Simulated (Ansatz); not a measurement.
TiO2 (Anatase), computed twice by G0W0.

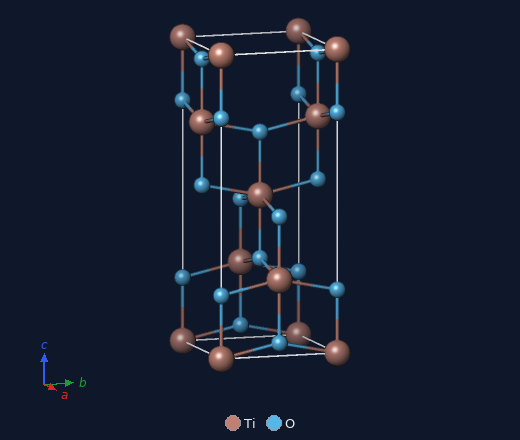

The structure (titanium pink, oxygen blue). Some periodic images of atoms are drawn too.

```cif
data_structure
_symmetry_space_group_name_H-M 'P 1'
_symmetry_Int_Tables_number 1
_cell_length_a 5.4582
_cell_length_b 5.4582
_cell_length_c 5.4582
_cell_angle_alpha 139.435
_cell_angle_beta 139.435
_cell_angle_gamma 58.713
_cell_volume 68.13
loop_
_atom_site_label
_atom_site_type_symbol
_atom_site_fract_x
_atom_site_fract_y
_atom_site_fract_z
_atom_site_occupancy
Ti1 Ti 0.00000 0.00000 0.00000 1
Ti2 Ti 0.75000 0.25000 0.50000 1
O3 O 0.20810 0.20810 0.00000 1
O4 O 0.95810 0.45810 0.50000 1
O5 O 0.54190 0.04190 0.50000 1
O6 O 0.79190 0.79190 0.00000 1
```

The cell and positions come from the Crystallography Open Database and are kept as given unless a step says otherwise. PAW set soft_2, made with PBE.

The first (Ansatz 0.2.0; start PBE with 10 % exact exchange, 6×6×6 mesh, 284 empty bands, screening to 150 eV; 1 × NVIDIA H100 80GB HBM3 (shared by 3 runs) with 3 threads of AMD EPYC 7R13 (Zen 3), shared host) gave, on its mesh: starting gap 3.02 eV, G0W0 gap 3.90 eV, RPA ε∞ (mean) 5.30, 1.9 min.

The second gave: starting gap 11.51 eV, G0W0 gap 5.60 eV, RPA ε∞ (mean) 2.44, 58 s.

**Question.** What was changed in the input? Choose among start, files, mesh, bands and cutoff, frequency model or another key.

Changed: start from PBE with 10 % exact exchange to PBE with 90 % exact exchange. A jump of this size in the start, with ε∞ moving the other way, marks another functional. Other changes could give like numbers; this is the one that was made.

Limits: not at the basis limit.

[Paths, hosts, dates, memory and timing lines, banners, echoed tables and standing remarks are left out of the program output.]

[Logs are printed without paths, hosts, clocks, repeated set-up lines and the standing remarks that a program may print on its own settings, such as how far it seeks lower states.]

[Runs of the session that timed out or met a known fault of the program may be left out.]

[Cells called generated may have been cut or substituted from an entry of the Crystallography Open Database or the Materials Project.]

[Hosts, paths, dates, database ids (printed as entryN), source tags and the programs' standing remarks are cut or masked in the printed files.]
